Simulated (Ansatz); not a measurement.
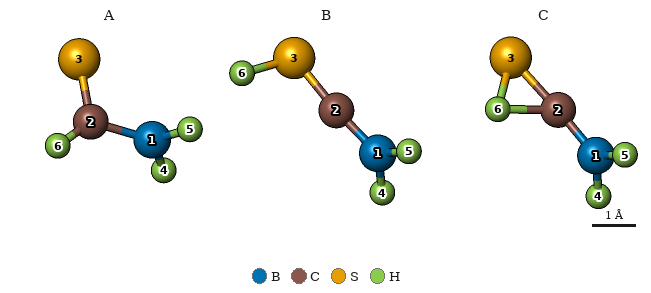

3 geometries from a converged minimum-energy path of CH3BS, shuffled. A ball-and-stick model, seen at a tilt.

Theory: UKS LDA/def2-SVP in Ansatz. Settings: 5 movable images; climbing image; force threshold 0.05 eV/Å; iteration limit 60; starting path through a guess of the saddle point.

One of them is the converged climbing image. Which?

Answer. C. In order along the path, whose images run from 0 to 6: A (image 1, +0.26 eV), C (image 4, +2.11 eV), B (image 6, +0.95 eV). A hydrogen atom shifts from one atom to another. Breaking: C2–H6 (1.11 → 1.49 at the top → 2.38 Å). Forming: S3–H6 (2.47 → 1.45 at the top → 1.41 Å).
